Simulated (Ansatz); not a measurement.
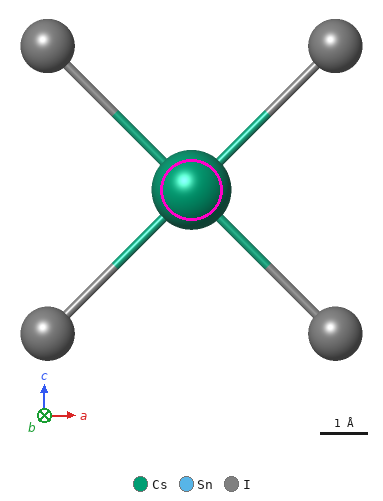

Perfect CsSnI$_{3}$. The picture is a ball-and-stick view of the atoms within 4.6 Å of one point, in a slice 3.4 Å thick across the line of sight, seen along the b axis.

Level of theory: Ansatz 0.2.0, DFT, PBEsol, PAW, plane waves. Set-up: plane-wave cutoff 420 eV; k-point mesh 1 × 1 × 1; mesh shifted by (0.25, 0.25, 0.25); collinear spin. Fermi-Dirac smearing of 0.01 eV. The axes drawn are those of the host's conventional cell.

A caesium atom is replaced by cadmium at the ringed place, in charge state 0. The supercell has 40 sites, and the atoms are relaxed at the host's cell.

> How do the neighbours respond?

In the host the Cs atom has ; the Cd atom ends with 5 I at 3.11 to 3.28 Å. Of the host's atoms, an iodine atom moves furthest from its site, by 0.77 Å. The Cd atom itself moves 2.02 Å from where it was put. The cell's net moment is 1.00 μB.

The relaxed defect, seen from the same direction:

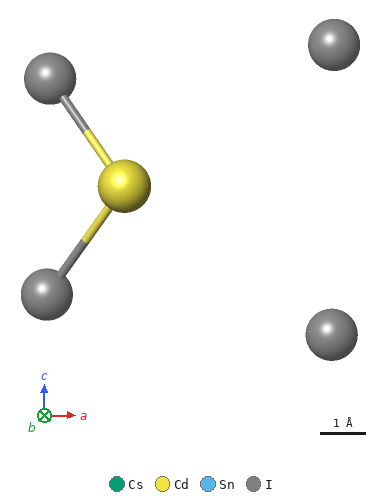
